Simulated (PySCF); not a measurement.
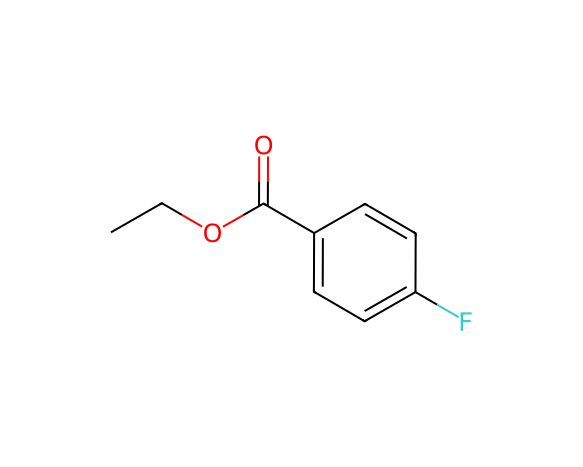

(Drawn from a calculation with PySCF.)

2D structure.

Q: Give its SMILES.

A: CCOC(=O)c1ccc(F)cc1

Q: Give the formula, hydrogens included.

A: C9H9FO2.
